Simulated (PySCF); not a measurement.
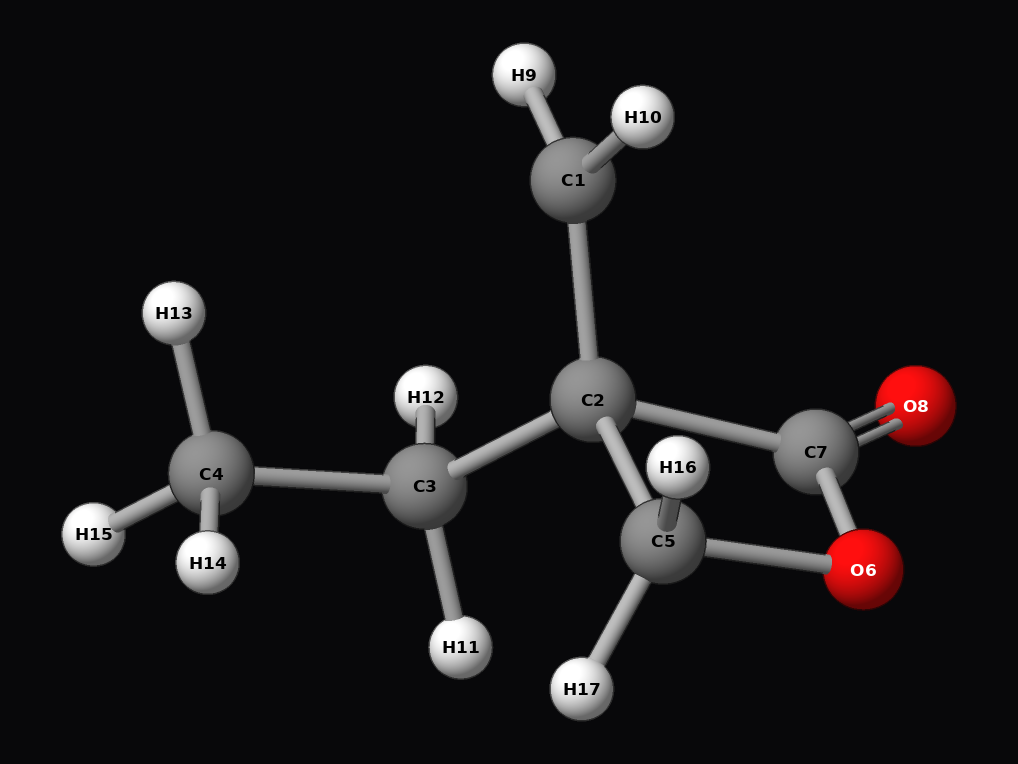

The questions are on Mulliken spin populations. Charge 0, doublet. Computed geometry: GFN2-xTB optimisation. No frequency run is at hand to confirm it as a minimum. Properties computed with UKS B3LYP, pcH-1 on C H O, non-relativistic (PySCF 2.14.0).

Give the Mulliken spin populations atom by atom.

```tsv
atom	value (e)
C1	1.03
C2	−0.09
C3	0.02
C4	0.01
C5	0.02
O6	0.01
C7	0.06
O8	0.02
H9	−0.04
H10	−0.04
H11	0.00
H12	0.00
H13	0.00
H14	0.00
H15	0.00
H16	0.00
H17	0.00
```

Mulliken values depend strongly on the basis set.
